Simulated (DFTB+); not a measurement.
Run report: C₄H₈Ge, single-point calculation

System: C₄H₈Ge.
Method: GFN2-xTB, R-SCC, dispersion built in (DFTB+ 25.1).

The geometry comes from this level: GFN2-xTB.

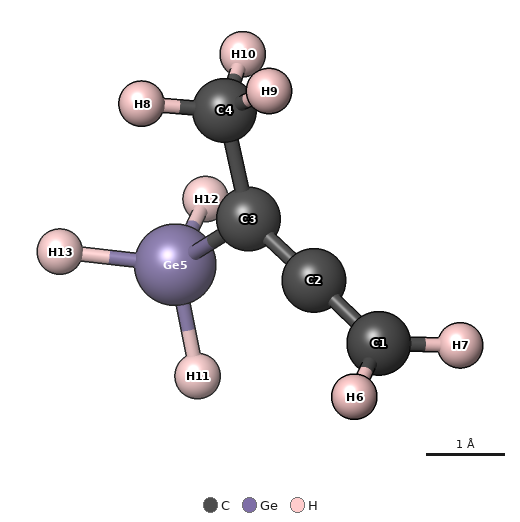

The structure as given in the input (ball-and-stick view, seen at a tilt; atoms are numbered from 1 in the order of the input). Sticks mark near contacts. Bond lengths as drawn: C–C 1.30 to 1.50 Å, C–Ge 1.96 Å, C–H 1.08 to 1.09 Å and Ge–H 1.49 to 1.50 Å.

The input (dftb_in.hsd)
```
Geometry = GenFormat {
  13 C
  C Ge H
     1  1     -0.687750      1.915510     -1.435790
     2  1     -0.370720      0.970140     -0.607680
     3  1     -0.039460      0.008880      0.199390
     4  1     -0.342290      0.028670      1.672590
     5  2      0.892250     -1.578190     -0.469860
     6  3     -0.022660      2.739890     -1.640480
     7  3     -1.630600      1.917130     -1.959130
     8  3      0.586250     -0.035070      2.241700
     9  3     -0.870010      0.936560      1.957140
    10  3     -0.954080     -0.835020      1.936900
    11  3      1.244940     -1.449240     -1.914750
    12  3      0.046480     -2.803530     -0.293670
    13  3      2.147660     -1.815730      0.313650
}
Hamiltonian = xTB {
  Method = "GFN2-xTB"
  Charge = 0
  Filling = Gaussian {
    Temperature [K] = 300
  }
}
Options = {
  WriteResultsTag = Yes
}
InputVersion = 25.1
```

Launched with:
```bash
dftb+ > run.log
```

Output
```
|  DFTB+ development version (commit: a23bfb2)

Reading input file 'dftb_in.hsd'
Parser version: 14

--------------------------------------------------------------------------------

Processed input in HSD format written to 'dftb_pin.hsd'

Starting initialization...
--------------------------------------------------------------------------------
OpenMP threads:              1
Chosen random seed:          197104816
Current stacksize:           unlimited
Mode:                        Static calculation
Self consistent charges:     Yes
SCC-tolerance:                 0.100000E-04
Max. scc iterations:                    100
Shell resolved Hubbard:      Yes
Spin polarisation:           No
Nr. of up electrons:            14.000000
Nr. of down electrons:          14.000000
Periodic boundaries:         No
Electronic solver:           Relatively robust
Mixer:                       Broyden mixer
Mixing parameter:                  0.200000
Nr. of chrg. vec. in memory:            100
Max. SCC-cycles:                        100
tblite library version:      0.3.0
-> parametrization:          GFN2-xTB
-> repulsion:                Yes
-> dispersion:               Yes
-> halogen bonding:          No
-> electrostatics:           Yes
   -> isotropic:             Yes
   -> anisotropic:           Yes
   -> third-order:           Yes
Electronic temperature:              0.950045E-03 H      0.258520E-01 eV
Initial charges:             Set automatically (system chrg:   0.000E+00)
Included shells:             C:  s, p
                            Ge:  s, p, d
                             H:  s
Extra options:
                             Mulliken analysis

--------------------------------------------------------------------------------

***  Geometry step: 0

 iSCC Total electronic   Diff electronic      SCC error
    1   -0.14729181E+02    0.00000000E+00    0.69528253E+00
    2   -0.14737171E+02   -0.14729181E+02    0.53725755E+00
    3   -0.14733585E+02   -0.79899244E-02    0.26257092E+00
    4   -0.14724968E+02    0.35853209E-02    0.68961519E-01
    5   -0.14724571E+02    0.86173138E-02    0.25779684E-01
    6   -0.14724680E+02    0.39725618E-03    0.15066938E-01
    7   -0.14724864E+02   -0.10918766E-03    0.24487120E-02
    8   -0.14724884E+02   -0.18378022E-03    0.16258503E-02
    9   -0.14724883E+02   -0.20639826E-04    0.37274063E-03
   10   -0.14724886E+02    0.13573029E-05    0.15456816E-03
   11   -0.14724886E+02   -0.32792586E-05    0.27747211E-04
   12   -0.14724886E+02   -0.99721291E-07    0.14307732E-04
   13   -0.14724886E+02    0.73758024E-07    0.79854459E-05

Total Energy:                      -14.4805323842 H         -394.0353 eV
Extrapolated to 0K:                -14.4805323842 H         -394.0353 eV
Total Mermin free energy:          -14.4805323842 H         -394.0353 eV
Force related energy:              -14.4805323842 H         -394.0353 eV

--------------------------------------------------------------------------------
--------------------------------------------------------------------------------
SCC                                    +       0.01 ( 84.1%)       0.02 ( 94.1%)
--------------------------------------------------------------------------------
Missing                                +       0.00 ( 15.9%)       0.00 (  5.9%)
Total                                  =       0.01 (100.0%)       0.02 (100.0%)
--------------------------------------------------------------------------------
```

File detailed.out
```
Gaussian distribution function

Calculation with static geometry

********************************************************************************
 iSCC Total electronic   Diff electronic      SCC error
   13   -0.14724886E+02    0.73758024E-07    0.79854459E-05
********************************************************************************

 Total charge:    -0.00000000

 Atomic gross charges (e)
 Atom           Charge
    1      -0.10381412
    2      -0.01694383
    3      -0.04070037
    4      -0.09175572
    5       0.09728463
    6       0.05070200
    7       0.05074031
    8       0.04418746
    9       0.03701608
   10       0.04409235
   11      -0.02059286
   12      -0.02531765
   13      -0.02489827

Nr. of electrons (up):     28.00000000
Atom populations (up)
 Atom       Population
    1       4.10381412
    2       4.01694383
    3       4.04070037
    4       4.09175572
    5       3.90271537
    6       0.94929800
    7       0.94925969
    8       0.95581254
    9       0.96298392
   10       0.95590765
   11       1.02059286
   12       1.02531765
   13       1.02489827

l-shell populations (up)
 Atom Sh.   l       Population
    1   1   0       1.05798773
    1   2   1       3.04582639
    2   1   0       1.13026868
    2   2   1       2.88667514
    3   1   0       1.09006778
    3   2   1       2.95063259
    4   1   0       1.03498539
    4   2   1       3.05677033
    5   1   0       1.58776910
    5   2   1       2.14143469
    5   3   2       0.17351158
    6   1   0       0.94929800
    7   1   0       0.94925969
    8   1   0       0.95581254
    9   1   0       0.96298392
   10   1   0       0.95590765
   11   1   0       1.02059286
   12   1   0       1.02531765
   13   1   0       1.02489827

Orbital populations (up)
 Atom Sh.   l   m       Population  Label
    1   1   0   0       1.05798773  s
    1   2   1  -1       1.00121230  p_y
    1   2   1   0       1.03527598  p_z
    1   2   1   1       1.00933811  p_x
    2   1   0   0       1.13026868  s
    2   2   1  -1       0.95077629  p_y
    2   2   1   0       0.96316678  p_z
    2   2   1   1       0.97273208  p_x
    3   1   0   0       1.09006778  s
    3   2   1  -1       0.97675362  p_y
    3   2   1   0       0.94101715  p_z
    3   2   1   1       1.03286182  p_x
    4   1   0   0       1.03498539  s
    4   2   1  -1       1.03558040  p_y
    4   2   1   0       0.98889605  p_z
    4   2   1   1       1.03229388  p_x
    5   1   0   0       1.58776910  s
    5   2   1  -1       0.70357491  p_y
    5   2   1   0       0.71863196  p_z
    5   2   1   1       0.71922782  p_x
    5   3   2  -2       0.04612504  d_xy
    5   3   2  -1       0.03491722  d_yz
    5   3   2   0       0.00614575  d_z2
    5   3   2   1       0.04138617  d_xz
    5   3   2   2       0.04493740  d_x2-y2
    6   1   0   0       0.94929800  s
    7   1   0   0       0.94925969  s
    8   1   0   0       0.95581254  s
    9   1   0   0       0.96298392  s
   10   1   0   0       0.95590765  s
   11   1   0   0       1.02059286  s
   12   1   0   0       1.02531765  s
   13   1   0   0       1.02489827  s

Fermi level:                        -0.2911108536 H           -7.9215 eV
Band energy:                       -13.8790062361 H         -377.6670 eV
TS:                                  0.0000000000 H            0.0000 eV
Band free energy (E-TS):           -13.8790062361 H         -377.6670 eV
Extrapolated E(0K):                -13.8790062361 H         -377.6670 eV
Input / Output electrons (q):     28.0000000000     28.0000000000

Energy H0:                         -14.7394019444 H         -401.0795 eV
Energy SCC:                          0.0145158992 H            0.3950 eV
Total Electronic energy:           -14.7248860453 H         -400.6845 eV
Repulsive energy:                    0.2520250305 H            6.8580 eV
Total energy:                      -14.4805323842 H         -394.0353 eV
Extrapolated to 0:                 -14.4805323842 H         -394.0353 eV
Total Mermin free energy:          -14.4805323842 H         -394.0353 eV
Force related energy:              -14.4805323842 H         -394.0353 eV

Non-constrained calculation

SCC converged

Dipole moment:   -0.13429397    0.19698912    0.17138680 au
Dipole moment:   -0.34134124    0.50069643    0.43562182 Debye
```

File band.out
```
 KPT            1  SPIN            1  KWEIGHT    1.0000000000000000
     1    -17.1544  2.00000
     2    -16.6328  2.00000
     3    -16.3727  2.00000
     4    -15.6102  2.00000
     5    -13.9188  2.00000
     6    -13.4529  2.00000
     7    -13.2872  2.00000
     8    -13.0629  2.00000
     9    -12.9182  2.00000
    10    -11.8962  2.00000
    11    -11.8552  2.00000
    12    -11.7542  2.00000
    13    -10.4621  2.00000
    14    -10.4557  2.00000
    15     -5.3873  0.00000
    16     -5.3049  0.00000
    17     -2.8498  0.00000
    18     -2.7515  0.00000
    19     -2.5197  0.00000
    20      0.7196  0.00000
    21      0.8320  0.00000
    22      1.7165  0.00000
    23      3.8621  0.00000
    24      5.2711  0.00000
    25      5.5400  0.00000
    26      6.1953  0.00000
    27      7.2512  0.00000
    28      8.9041  0.00000
    29     11.0108  0.00000
    30     22.0060  0.00000
    31     27.8794  0.00000
    32     29.8014  0.00000
    33     31.0343  0.00000
```

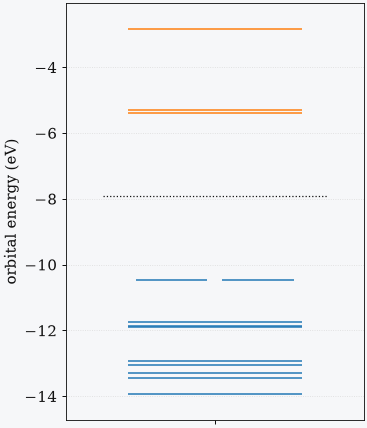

Orbital energies near the frontier; the dotted line parts filled from empty levels, and levels within 0.02 eV of each other stand side by side. Highest filled −10.46 eV, lowest empty −5.39 eV, 5.07 eV apart.

Results in brief

| quantity | value |
| --- | --- |
| outcome | converged |
| Mermin free energy | −14.480532 hartree |
| basis functions | 33 |
| HOMO | −10.46 eV |
| LUMO | −5.39 eV |
| dipole moment | 0.75 D |
| hardware | 1 thread of AMD EPYC (Zen 3), 24 GiB of memory available, shared host |
| peak memory | 0.072 GiB |

Notes

Settings chosen away from the usual ones: electronic_temperature.
